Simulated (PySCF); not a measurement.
SMILES C=Cc1ccc(OCOC)cc1 (C10H12O2), singlet at its GFN2-xTB optimised geometry (Å):

```
24

C      4.4846    -1.2682    -0.0266
C      3.7361    -0.1716     0.0065
C      2.2813    -0.1052     0.0042
C      1.4613    -1.2369    -0.0227
C      0.0908    -1.1205    -0.0243
C     -0.5178     0.1361     0.0000
O     -1.8804     0.1361     0.0000
C     -2.5648     1.3678     0.0000
O     -3.9190     1.1464    -0.1221
C     -4.4972     0.4862     0.9885
C      0.2824     1.2725     0.0285
C      1.6591     1.1415     0.0299
H      5.5595    -1.2111    -0.0223
H      4.0670    -2.2597    -0.0601
H      4.2272     0.7939     0.0381
H      1.9019    -2.2211    -0.0425
H     -0.5423    -1.9936    -0.0467
H     -2.2761     1.9740    -0.8703
H     -2.3315     1.9187     0.9349
H     -4.3477     1.0686     1.9053
H     -4.0694    -0.5104     1.1203
H     -5.5595     0.4065     0.7713
H     -0.1523     2.2597     0.0493
H      2.2667     2.0353     0.0515
```

Method: PBE0/def2-SVP (PySCF). Cells within 0.4 Å of a nucleus heavier than hydrogen are left out (blank, or x).

Map of the log10 of the electron density (e/bohr³), floored at −4 on the plane z = 0.0 Å:

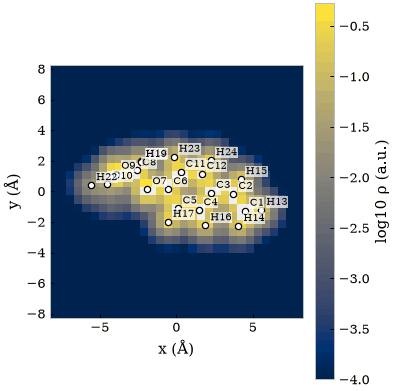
Log10 of the electron density (e/bohr³), floored at −4 on the plane z = 0.0 Å.
